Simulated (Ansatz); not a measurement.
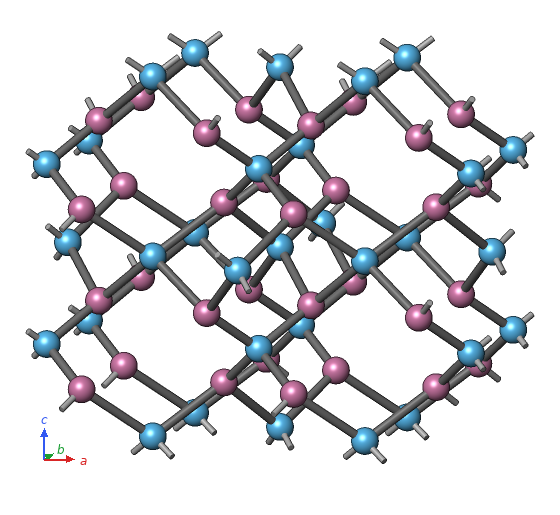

The picture shows a finite piece of the underlying net of a crystal structure, nodes on the atoms' positions. Nodes are coloured by topological kind. Short stubs are edges that leave the cut-out.

> Describe the net.

A binodal (3,4)-connected, three-periodic net.

> Give point symbol and coordination sequence of each kind of node.

3-connected node: 6^3, sequence 3, 9, 15, 33; 4-connected node: 6^2.8^4, sequence 4, 8, 20, 30.

The net was derived as follows. Na2HgH4 (space group P-42m, No. 111): the input geometry of an electronic-structure calculation (not necessarily at equilibrium); the starting structure was generated, so it need not be a known form of this composition. Bonds are taken as H–Hg below 2 Å and H–Na below 2.6 Å. Atoms with one bond or none are removed and atoms with two bonds are replaced by edges, until no such atom is left. H is a 3-connected node; Na and Hg are 4-connected nodes, in the ratio 4:3.
